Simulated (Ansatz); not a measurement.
# H2 (hydrogen): a chain of runs

Wanted: a series of 14 runs (MP2/STO-3G, UMP2/STO-3G, MP2/3-21G, UMP2/3-21G, MP2/6-31G, UMP2/6-31G, MP2/6-31G*, UMP2/6-31G*, and more) of H2. 

The calculation is run with Ansatz 0.2.0.

## 1. Starting point

H2 has 2 atoms, charge 0, and is taken as a singlet. As SMILES, `[H][H]`. The coordinates come from a PBE0-D4/def2-TZVP relaxation.

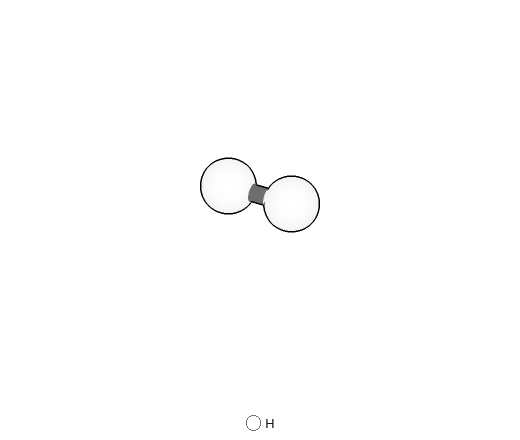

The structure, seen from a chosen angle (hydrogen white).

## 2. Energy and forces at MP2/STO-3G (run 1)

File job.yaml:

```yaml
basis:
  gaussian:
    orbitals: STO-3G
crystal:
  periodic: [false, false, false]
  atoms:
    - symbol: H
      position_ang: [0.319300, -0.099200, 0.165500]
    - symbol: H
      position_ang: [-0.319300, 0.099200, -0.165500]
magnetization:
  spin_polarized: false
correlation:
  method: mp2
output:
  forces: true
  orbitals: {seedname: orbitals}
```

The run is started by

```bash
$ ansatz run job.yaml --threads 1 --pin off --max-ram 2610MiB --events-out events.jsonl --progress --plain --runs-dir runs
```

Output:

```text
Warning: RAYON_NUM_THREADS=1 ignored (pool sized by the plan → 1); use --threads N
Functional definition: HF
  name "HF"
  exchange = exact_x
  correlation = 0
19 factors; integrals over basis functions are off by at most 4.7e-7 eV
mean field evaluation 1: about -30.3873 eV, gradient 1.4e-14 eV
mean field evaluation 2: about -30.3789 eV, gradient 1.4e-14 eV
mean field -30.37894313 eV, -1.1164055685 hartree, gradient 0.0e0 eV, S^2 0.000000; 0 other end points of the search recorded, 0 dependent functions left out
reference -30.37894313 eV, -1.1164055685 hartree; 1, 1 occupied and 1, 1 virtual orbitals, 19 factors
second order -0.36142459 eV of doubles, 0.00000000 eV of singles
the calculation of the forces begins
mean field evaluation 4: about -30.3873 eV, gradient 1.2e-14 eV
Total energy: -30.74036772 eV, -1.1296876773 hartree
Atom 0 at     0.319300    -0.099200     0.165500 Å, force    -0.912912     0.283623    -0.473182 eV/Å
Atom 1 at    -0.319300     0.099200    -0.165500 Å, force     0.912912    -0.283623     0.473182 eV/Å
Dipole moment:     0.000000     0.000000     0.000000 e Å
```

It took 0.04 s on 1 thread of Arm Neoverse V1, shared host.

## 3. The triplet: energy and gradient at UMP2/STO-3G (run 2)

File job.yaml:

```yaml
crystal:
  periodic: [false, false, false]
  atoms:
    - symbol: H
      position_ang: [0.319300, -0.099200, 0.165500]
    - symbol: H
      position_ang: [-0.319300, 0.099200, -0.165500]
basis:
  gaussian: {orbitals: STO-3G}
magnetization: {spin_polarized: true, initial_magnetization: 2}
correlation: {method: mp2}
output: {forces: true}
```

The run is started by

```bash
$ ansatz run job.yaml --threads 1 --pin off --max-ram 2610MiB --events-out events.jsonl --progress --plain --runs-dir runs
```

Output:

```text
Warning: RAYON_NUM_THREADS=1 ignored (pool sized by the plan → 1); use --threads N
[... 4 set-up lines as earlier in the session ...]
19 factors; integrals over basis functions are off by at most 4.7e-7 eV
mean field evaluation 1: about -14.6051 eV, gradient 0.0e0 eV
mean field evaluation 2: about -14.6452 eV, gradient 0.0e0 eV
mean field -14.64520695 eV, -0.5382014286 hartree, gradient 0.0e0 eV, S^2 2.000000; 0 other end points of the search recorded, 0 dependent functions left out
reference -14.64520695 eV, -0.5382014286 hartree; 2, 0 occupied and 0, 2 virtual orbitals, 19 factors
second order 0.00000000 eV of doubles, 0.00000000 eV of singles
the calculation of the forces begins
mean field evaluation 4: about -14.6051 eV, gradient 0.0e0 eV
Total energy: -14.64520695 eV, -0.5382014286 hartree
Atom 0 at     0.319300    -0.099200     0.165500 Å, force    27.858436    -8.655048    14.439621 eV/Å
Atom 1 at    -0.319300     0.099200    -0.165500 Å, force   -27.858436     8.655048   -14.439621 eV/Å
Dipole moment:     0.000000     0.000000     0.000000 e Å
```

It took 0.04 s on 1 thread of Arm Neoverse V1, shared host.

Run 3 isn't shown in full; the table further down has it.

## 4. The triplet: energy and gradient at UMP2/3-21G (run 4)

File molecule.yaml:

```yaml
crystal:
  periodic: [false, false, false]
  atoms:
    - {symbol: H, position_ang: [0.319300, -0.099200, 0.165500]}
    - {symbol: H, position_ang: [-0.319300, 0.099200, -0.165500]}
basis:
  gaussian:
    orbitals: 3-21G.json
magnetization:
  spin_polarized: true
  initial_magnetization: 2
correlation:
  method: mp2
output:
  forces: true
```

The basis set 3-21G is read from a file made from the Basis Set Exchange's data (not shown).

The run is started by

```bash
$ ansatz run molecule.yaml --threads 1 --pin off --max-ram 2610MiB --events-out events.jsonl --progress --plain --runs-dir runs
```

Output, shortened:

```text
Warning: RAYON_NUM_THREADS=1 ignored (pool sized by the plan → 1); use --threads N
[... 2 set-up lines as earlier in the session ...]
[...]
39 factors; integrals over basis functions are off by at most 1.3e-5 eV
[...]
a density is far from that of the atoms, so the factors are made again for it
40 factors; integrals over basis functions are off by at most 4.7e-6 eV
[...]
mean field -20.44704738 eV, -0.7514151316 hartree, gradient 8.6e-7 eV, S^2 2.000000; 1 other end points of the search recorded, 0 dependent functions left out
reference -20.44704738 eV, -0.7514151316 hartree; 2, 0 occupied and 2, 4 virtual orbitals, 40 factors
second order -0.02347656 eV of doubles, -0.00000000 eV of singles
[...]
Total energy: -20.47052394 eV, -0.7522778794 hartree
Atom 0 at     0.319300    -0.099200     0.165500 Å, force    13.821933    -4.294193     7.164203 eV/Å
Atom 1 at    -0.319300     0.099200    -0.165500 Å, force   -13.821933     4.294193    -7.164203 eV/Å
Dipole moment:     0.000000    -0.000000     0.000000 e Å
```

It took 0.04 s on 1 thread of Arm Neoverse V1, shared host.

Runs 5 to 13 aren't shown in full; the table further down has their settings and results.

## 5. The triplet: energy and forces at UMP2/6-311++G(3df,3pd) (run 14)

File run.yaml:

```yaml
basis:
  gaussian: {orbitals: 6-311++G_3df_3pd_.json}
crystal:
  periodic: [false, false, false]
  atoms:
    - {symbol: H, position_ang: [0.319300, -0.099200, 0.165500]}
    - {symbol: H, position_ang: [-0.319300, 0.099200, -0.165500]}
total_charge: 0
magnetization: {spin_polarized: true, initial_magnetization: 2}
correlation: {method: mp2}
output: {forces: true}
```

The basis set 6-311++G(3df,3pd) is read from a file made from the Basis Set Exchange's data (not shown).

The run is started by

```bash
$ ansatz run run.yaml --threads 1 --pin off --max-ram 2610MiB --events-out events.jsonl --progress --plain --runs-dir runs
```

Output, shortened:

```text
Warning: RAYON_NUM_THREADS=1 ignored (pool sized by the plan → 1); use --threads N
[... 2 set-up lines as earlier in the session ...]
[...]
195 factors; integrals over basis functions are off by at most 8.0e-4 eV
[...]
a density is far from that of the atoms, so the factors are made again for it
198 factors; integrals over basis functions are off by at most 8.0e-4 eV
[...]
mean field -21.24468680 eV, -0.7807278396 hartree, gradient 1.3e-6 eV, S^2 2.000000; 1 other end points of the search recorded, 0 dependent functions left out
reference -21.24468680 eV, -0.7807278396 hartree; 2, 0 occupied and 34, 36 virtual orbitals, 198 factors
second order -0.10904240 eV of doubles, -0.00000000 eV of singles
[...]
Total energy: -21.35372919 eV, -0.7847350738 hartree
Atom 0 at     0.319300    -0.099200     0.165500 Å, force    11.875685    -3.689533     6.155421 eV/Å
Atom 1 at    -0.319300     0.099200    -0.165500 Å, force   -11.875685     3.689533    -6.155421 eV/Å
Dipole moment:    -0.000000     0.000000    -0.000000 e Å
```

It took 0.12 s on 1 thread of Arm Neoverse V1, shared host.

## 6. All runs side by side

```
run                                level  partner  energy (Eh)  dipole moment (D)  correlation energy (mEh)  largest force (eV/Å)  wall time
  1                           MP2/STO-3G     base    -1.129688               0.00                     -13.3                 1.067     0.04 s
  2                          UMP2/STO-3G  triplet    -0.538201               0.00                       0.0                32.550     0.04 s
  3                            MP2/3-21G     base    -1.140238               0.00                     -17.4                 0.183     0.04 s
  4                           UMP2/3-21G  triplet    -0.752278               0.00                      -0.9                16.150     0.04 s
  5                            MP2/6-31G     base    -1.144091               0.00                     -17.4                 0.320     0.04 s
  6                           UMP2/6-31G  triplet    -0.760020               0.00                      -1.0                15.622     0.04 s
  7     MP2/6-31G* (spherical functions)     base    -1.144091               0.00                     -17.4                 0.320     0.04 s
  8    UMP2/6-31G* (spherical functions)  triplet    -0.760020               0.00                      -1.0                15.622     0.04 s
  9   MP2/6-31+G** (spherical functions)     base    -1.157555               0.00                     -26.4                 0.466     0.04 s
 10  UMP2/6-31+G** (spherical functions)  triplet    -0.765807               0.00                      -2.6                15.456     0.06 s
 11                         MP2/6-311G**     base    -1.160230               0.00                     -27.8                 0.290     0.04 s
 12                        UMP2/6-311G**  triplet    -0.779354               0.00                      -3.1                14.509     0.06 s
 13                MP2/6-311++G(3df,3pd)     base    -1.164883               0.00                     -31.9                 0.350     0.08 s
 14               UMP2/6-311++G(3df,3pd)  triplet    -0.784735               0.00                      -4.0                13.876     0.12 s
```

## 7. Summary of results

| quantity | value |
| --- | --- |
| triplet, run 14: total energy | -0.78474 Eh |
| triplet, run 14: dipole moment (correlated density) | 0.00 D |
| triplet, run 14: correlation energy | -4.0 mEh |
| triplet, run 14: ⟨S²⟩ of the reference determinant | 2.000 |
| triplet, run 14: largest force on an atom | 13.876 eV/Å |
| vertical energy of the triplet above the singlet, MP2/STO-3G | 16.095 eV |
| vertical energy of the triplet above the singlet, MP2/3-21G | 10.557 eV |
| vertical energy of the triplet above the singlet, MP2/6-31G | 10.451 eV |
| vertical energy of the triplet above the singlet, MP2/6-31G* | 10.451 eV |
| vertical energy of the triplet above the singlet, MP2/6-31+G** | 10.660 eV |
| vertical energy of the triplet above the singlet, MP2/6-311G** | 10.364 eV |
| vertical energy of the triplet above the singlet, MP2/6-311++G(3df,3pd) | 10.344 eV |

At MP2/STO-3G: at this shape the triplet lies 16.10 eV (371 kcal/mol) above the singlet. In a minimal basis such a difference can be off by several eV, whatever the method. At MP2/3-21G: at this shape the triplet lies 10.56 eV (243 kcal/mol) above the singlet. At MP2/6-31G: at this shape the triplet lies 10.45 eV (1008 kJ/mol) above the singlet. At MP2/6-31G*: at this shape the triplet lies 10.45 eV (1008 kJ/mol) above the singlet. At MP2/6-31+G**: at this shape the triplet lies 10.66 eV (246 kcal/mol) above the singlet. In runs 1, 2 the basis is minimal, so the values are rough. All runs together took 0.72 s, the longest 0.12 s.
